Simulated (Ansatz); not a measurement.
**AlH₄ (doublet): B2PLYP, RPA-PBE over a scan of the distance Al1–H5, 6-31G**

How well do these functionals follow the top wave-function level for AlH₄ (doublet) over a scan of the distance Al1–H5?

Computed with Ansatz 0.2.0, Gaussian basis. Level: 6-31G, all electrons in the functionals, frozen cores in the correlation of double hybrids and RPA.

To be run: B2PLYP, RPA-PBE, at 1.290 Å; 1.425 Å; 1.595 Å; 1.728 Å; 1.965 Å; 2.207 Å; 2.579 Å; 2.910 Å; 3.594 Å; 4.319 Å; 5.540 Å.

32 further runs of the same task are left out: 8 for a known fault of the program, 2 for a mislabelled method, 17 that didn't finish, 5 set aside as unsound or not needed.

## Step 1: The geometry

The geometry derives from a PBE0/def2-TZVP stationary point (not a proven minimum). One bond is set to the value named and the two fragments are kept rigid.

5 atoms, charge 0, spin multiplicity 2.

Atoms are counted from 1 here; the program's logs count them from 0.

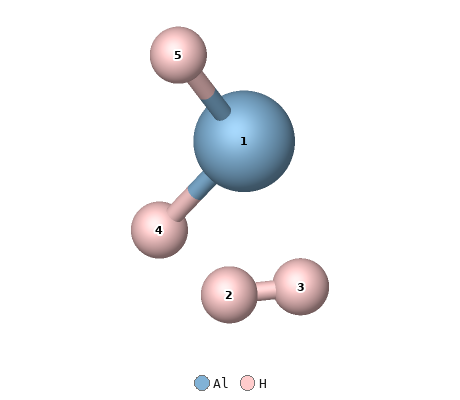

The geometry (aluminium light blue, hydrogen pink); atoms are numbered from 1 in the order of the file.

As a file:

```xyz
5
charge 0, multiplicity 2
Al   -0.0599    0.0001   -0.1328
H     0.4487    0.0018    1.9858
H    -0.3171   -0.0089    1.9564
H     0.7333    1.3833   -0.1888
H     0.7376   -1.3801   -0.1993
```

No dispersion term is added.

The geometry shown and the zero of energy belong to the point 1.595 Å. The yardstick, FCI, and other wave-function levels (R restricted, U unrestricted, valence and pair active spaces) come from earlier runs.

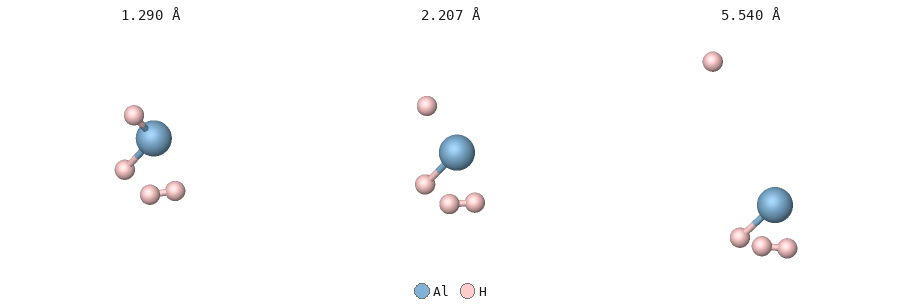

Three points of the scan; sticks are drawn by distance.

## Step 2: B2PLYP, 1.290 Å

in.yaml

```yaml
crystal:
  periodic: [false, false, false]
  atoms:
    - {symbol: Al, position_ang: [-0.054904, -0.008442, -0.133182]}
    - {symbol: H, position_ang: [0.453685, -0.006787, 1.985358]}
    - {symbol: H, position_ang: [-0.312103, -0.017495, 1.955975]}
    - {symbol: H, position_ang: [0.738264, 1.374721, -0.189211]}
    - {symbol: H, position_ang: [0.589884, -1.124442, -0.186967]}
basis:
  gaussian: {orbitals: 6-31G}
magnetization: {spin_polarized: true, initial_magnetization: 1}
hamiltonian: {xc: {name: B2PLYP}}
correlation: {electrons: outside_noble_gas}
```

The run is started by

```bash
$ ansatz run in.yaml --threads 1 --pin off --events-out ev --progress --plain --max-ram 2393MiB
```

After this run come: B2PLYP, 1.425 Å; B2PLYP, 1.595 Å; B2PLYP, 1.728 Å; B2PLYP, 1.965 Å; B2PLYP, 2.207 Å; B2PLYP, 2.579 Å; B2PLYP, 2.910 Å; B2PLYP, 3.594 Å; B2PLYP, 4.319 Å; B2PLYP, 5.540 Å; RPA-PBE, 1.290 Å; RPA-PBE, 1.425 Å; RPA-PBE, 1.595 Å; RPA-PBE, 1.728 Å; RPA-PBE, 1.965 Å; RPA-PBE, 2.207 Å; RPA-PBE, 2.579 Å; RPA-PBE, 2.910 Å; RPA-PBE, 3.594 Å; RPA-PBE, 4.319 Å; RPA-PBE, 5.540 Å.

Q: Predict the results of all the runs planned. Wanted: span of the FCI curve; largest miss, B2PLYP; largest miss, RPA-PBE.

As calculated:

```
             quantity                   value
span of the FCI curve            214.1 kJ/mol
 largest miss, B2PLYP  +24.5 kJ/mol (5.540 Å)
largest miss, RPA-PBE  -10.5 kJ/mol (5.540 Å)
```

What this shows: Of the functionals, RPA-PBE keep the smallest largest miss at the points compared (at most 10.5 kJ/mol) and B2PLYP strays most (24.5 kJ/mol, at 5.540 Å). Functionals and the yardstick converge differently with the basis, so part of each miss in 6-31G is the basis.
